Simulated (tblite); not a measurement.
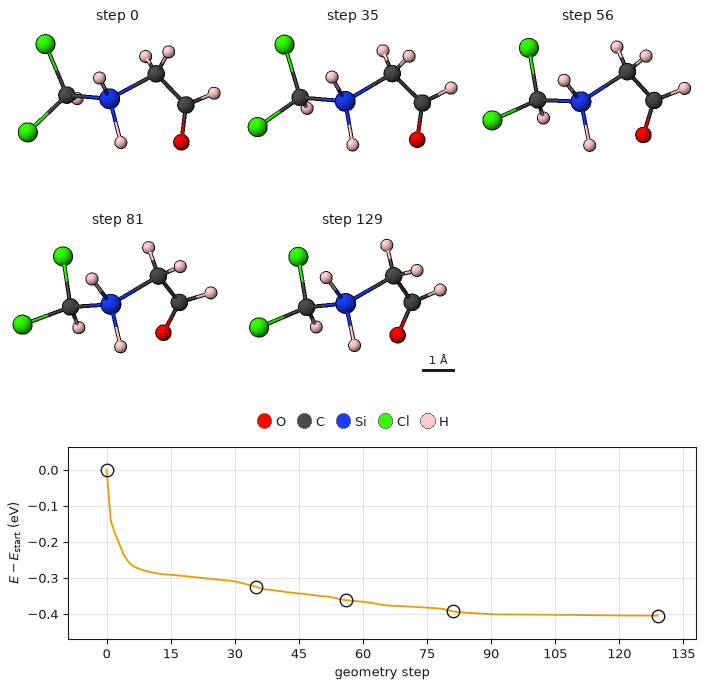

Frames of a relaxation of C3H6Cl2OSi, marked on the history of the run. A ball-and-stick model, seen face on.

All numbers below come from tblite, GFN2-xTB geometry optimisation, gas phase. 

Q: What happens along the run?

A: The energy falls by 0.404 eV in 129 geometry steps. A Cl atom moves most after the best rigid fit: 1.11 Å. By element the largest moves are Cl 1.11 Å, O 0.98 Å, H 0.95 Å, C 0.45 Å, Si 0.19 Å. Some distances before and after: C–Si 1.845 → 1.925 Å, C–Si 1.866 → 1.910 Å, C–H 1.132 → 1.091 Å, H–Si 1.495 → 1.458 Å. Bond angles that change, for instance: H–Si–H 106.5° → 113.2°, C–C–H 115.4° → 109.0°, C–Si–H 112.4° → 106.5°. Groups turn about C–Si by about 45°, C–Si by about 25°. Cost: 1.7 s on 1 thread of Arm Neoverse N1 (shared host). From step 0 to 35: a Cl atom moves most (0.38 Å), energy −0.324 eV. From step 35 to 56: a Cl atom moves most (0.50 Å), energy −0.037 eV. From step 56 to 81: the O atom moves most (0.49 Å), energy −0.031 eV. From step 81 to 129: an H atom moves most (0.29 Å), energy −0.012 eV.
